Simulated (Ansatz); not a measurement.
# Calculations on SnNH₇

Part 1: Relaxation

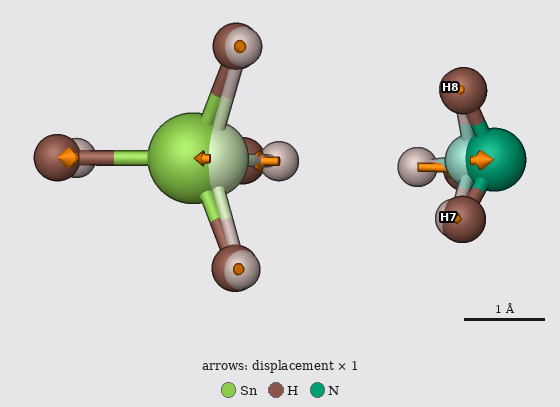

This is a relaxation of SnNH$_{7}$. The starting structure is drawn faded, the final one solid; orange arrows show the displacements, at their true length. The two geometries are superimposed by the best rigid fit.

A ball-and-stick model, seen at a tilt.

The run prepares an end point of a later path (reaction) calculation, from a guessed geometry.

Level of theory: Ansatz, RKS B3LYP/def2-SVP. Set-up: no spin polarisation; force threshold 0.03 eV/Å; at most 50 steps.

Question: Describe the change and its energy.

Answer: The energy falls by 0.141 eV in 6 accepted moves (7 points after the start). Largest force component: 0.91 eV/Å at the start, 0.004 eV/Å at the end. The line search rejected the trial step at point 6 of the run. The forces were under the threshold at step 4, but the run went on from there. An H atom moves most after the best rigid fit: 0.62 Å. Largest moves by element: H 0.62 Å, N 0.33 Å, Sn 0.22 Å. Near-neighbour distances that change, for instance: H–Sn 1.733 → 1.716 Å, H–N 1.037 → 1.021 Å.

Part 2: Relaxation

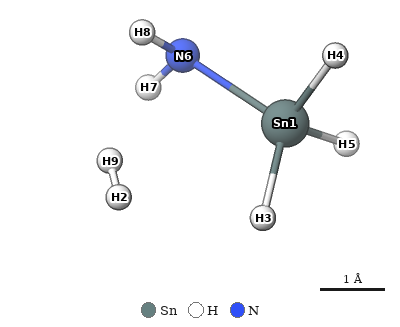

SnNH₇, before the relaxation. A ball-and-stick model, seen at a tilt.

The run prepares an end point of a later path (reaction) calculation, from a guessed geometry.

All numbers below come from RKS B3LYP/def2-SVP in Ansatz.

The input:
```yaml
crystal:
  periodic: [false, false, false]
  atoms:
    - { symbol: Sn, position_ang: [-0.537501, 0.055313, -0.474873] }
    - { symbol: H, position_ang: [-0.097835, -0.077339, 2.443101] }
    - { symbol: H, position_ang: [0.943456, -0.132586, 0.390271] }
    - { symbol: H, position_ang: [-0.551743, 1.569869, -1.289036] }
    - { symbol: H, position_ang: [-0.714626, -1.25387, -1.573564] }
    - { symbol: "N", position_ang: [-2.299048, 0.005834, 0.64067] }
    - { symbol: H, position_ang: [-2.447928, -0.866282, 1.149847] }
    - { symbol: H, position_ang: [-2.414152, 0.785123, 1.288728] }
    - { symbol: H, position_ang: [-0.809323, -0.086063, 2.353356] }
basis:
  gaussian: { orbitals: def2-SVP }
hamiltonian:
  xc: b3lyp
relax:
  f_tol: 0.03
  max_steps: 50
```

Command:
```bash
ansatz run input.yaml --threads 1 --pin off --max-ram 2048MiB --backend cpu --events-out ev --progress --plain --runs-dir out
```

> Predict the outcome.

The atom that moves furthest after the best rigid fit is H2 (1.29 Å). By element the largest moves are H 1.29 Å, Sn 0.36 Å, N 0.20 Å. Among the contacts that change: H2–H9 0.717 → 0.762 Å, Sn1–N6 2.086 → 2.063 Å, Sn1–H3 1.725 → 1.730 Å. Bond angles that change, for instance: H3–Sn1–N6 117.0° → 114.4°. After 14 accepted moves (17 points after the start) the energy has fallen by 27.7 kJ/mol. The largest force component goes from 1.8 to 0.016 eV/Å. The line search rejected the trial steps at points 5, 10, 12 of the run. The forces were under the threshold at step 6, but the run went on from there.

Final geometry:

```xyz
9

Sn   -0.5870    0.0696   -0.8300
H    -0.4226   -0.1858    3.6871
H     0.9720   -0.0603   -0.0909
H    -0.7179    1.5728   -1.6503
H    -0.8439   -1.2595   -1.8871
N    -2.1656    0.0306    0.4983
H    -2.2320   -0.8300    1.0418
H    -2.1752    0.8104    1.1558
H    -0.7565   -0.1478    3.0038
```

After the run, drawn alike:

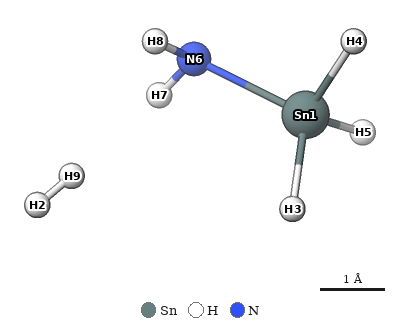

Part 3: Path

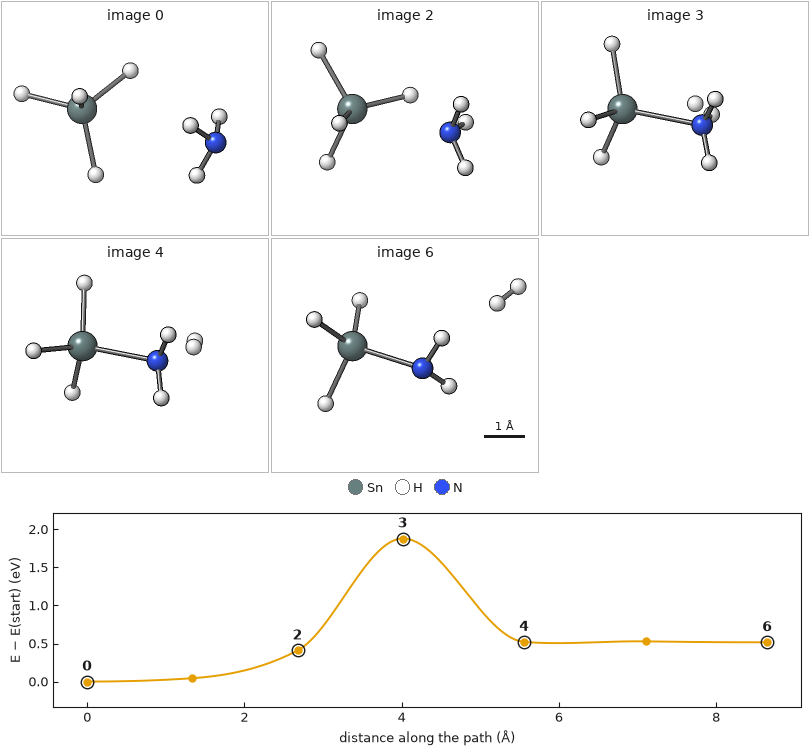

A search for the minimum-energy path of SnNH₇, made up at the start of SnH4 and NH3 by the nudged elastic band. Images are numbered from 0 (start) to 6 (end). The picture is a ball-and-stick view, seen at a tilt.

These are results of RKS B3LYP/def2-SVP (Ansatz 0.2.0), not measurements. Settings: 5 movable images; climbing image; force threshold 0.03 eV/Å; iteration limit 60; starting path through a guess of the saddle point.

Q: Read off the barrier and say what moves.

A: The energy climbs by 1.88 eV to image 3 and then falls by 1.36 eV, so the end point sits at +0.52 eV. Breaking: H–N (1.02 → 2.88 Å), H–Sn (1.72 → 4.53 Å). Forming: H–H (2.94 → 0.76 Å), N–Sn (3.81 → 2.06 Å). The band is converged. At the top, the vibrational analysis gives one imaginary mode (1494i cm⁻¹), as a transition state must have.

Limits of the set-up: the start holds two separate molecules, 2.9 Å apart at their closest, whose relative position is a soft coordinate and is computed without a dispersion correction.

Cost: 5.7 min on 1 thread of Arm Neoverse V2 (shared host), peak memory 0.17 GiB.
